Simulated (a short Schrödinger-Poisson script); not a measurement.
Stack: symmetric double-gate stack, SiO2 on p-type Si(100), at 300 K.

| layer | material | thickness (nm) | Na (cm⁻³) |
|---|---|---|---|
| 1 | SiO2 | 1.3 | - |
| 2 | Si | 4 | 4e16 |
| 3 | SiO2 | 1.3 | - |

The device is made up for the run: typed textbook-type constants, with dimensions and the other settings drawn at random. SiO2: permittivity 3.9, conduction-band edge (eV) 3.15, gap (eV) 9, electron mass (mₑ) 0.5. Si: permittivity 11.7, conduction-band edge (eV) 0, gap (eV) 1.124, Nv at 300 K (cm⁻³) 3.1e19.

Channel valleys (confinement mass, in-plane density-of-states mass, number): Δ2 0.916, 0.19, 2; Δ4 0.19, 0.417, 4. At the gates, both at one voltage, the conduction-band edge of layer 1 lies 3.74 eV − eVg above the Fermi level of the channel. Gaps are held at their typed values at every temperature. Mesh 0.03 nm at interfaces.

From a short Schrödinger-Poisson script (our own, NumPy): 1D Poisson equation in equilibrium, electrons quantum, Hartree (BenDaniel-Duke, 12 states a valley, the channel's in-plane mass for all, wave functions free to enter the dielectric), parabolic valleys, classical holes, full ionisation, no traps, pinning or gate leakage.

Only gate voltages with over 1e8 electrons/cm² are shown.

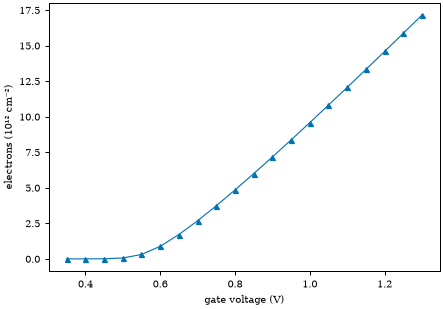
Figure: Sheet density against gate voltage

| Vg (V) | electrons (cm⁻²) | C (μF/cm²) | Δ2 E0 (meV) | Δ2 E1 (meV) | Δ4 E0 (meV) | Δ4 E1 (meV) |
|---|---|---|---|---|---|---|
| 0.35 | 2.19e8 | < 0.003 | 264.2 | 335.0 | 326.2 | 586.1 |
| 0.4 | 1.51e9 | 0.00952 | 214.3 | 285.0 | 276.3 | 536.2 |
| 0.45 | 1.03e10 | 0.0641 | 164.6 | 235.3 | 226.6 | 486.5 |
| 0.5 | 6.55e10 | 0.374 | 116.7 | 187.4 | 178.7 | 438.5 |
| 0.55 | 3.10e11 | 1.31 | 76.2 | 146.4 | 138.1 | 397.2 |
| 0.6 | 8.85e11 | 2.33 | 48.4 | 117.4 | 110.0 | 367.8 |
| 0.65 | 1.71e12 | 2.93 | 30.3 | 97.8 | 91.6 | 347.4 |
| 0.7 | 2.68e12 | 3.27 | 17.6 | 83.4 | 78.5 | 332.1 |
| 0.75 | 3.74e12 | 3.48 | 8.0 | 71.9 | 68.5 | 319.7 |
| 0.8 | 4.85e12 | 3.62 | 0.3 | 62.2 | 60.3 | 309.2 |
| 0.85 | 6.00e12 | 3.73 | -6.2 | 53.8 | 53.5 | 300.0 |
| 0.9 | 7.17e12 | 3.81 | -11.7 | 46.4 | 47.6 | 291.6 |
| 0.95 | 8.37e12 | 3.87 | -16.6 | 39.7 | 42.4 | 284.1 |
| 1 | 9.59e12 | 3.93 | -20.9 | 33.5 | 37.8 | 277.1 |
| 1.05 | 1.08e13 | 3.97 | -24.8 | 27.9 | 33.7 | 270.6 |
| 1.1 | 1.21e13 | 4.01 | -28.4 | 22.5 | 29.9 | 264.5 |
| 1.15 | 1.33e13 | 4.05 | -31.7 | 17.6 | 26.5 | 258.7 |
| 1.2 | 1.46e13 | 4.08 | -34.8 | 12.9 | 23.3 | 253.3 |
| 1.25 | 1.59e13 | 4.11 | -37.6 | 8.4 | 20.3 | 248.1 |
| 1.3 | 1.72e13 | 4.14 | -40.4 | 4.1 | 17.5 | 243.2 |

Subbands count from the Fermi level. The capacitance is that of both gates.
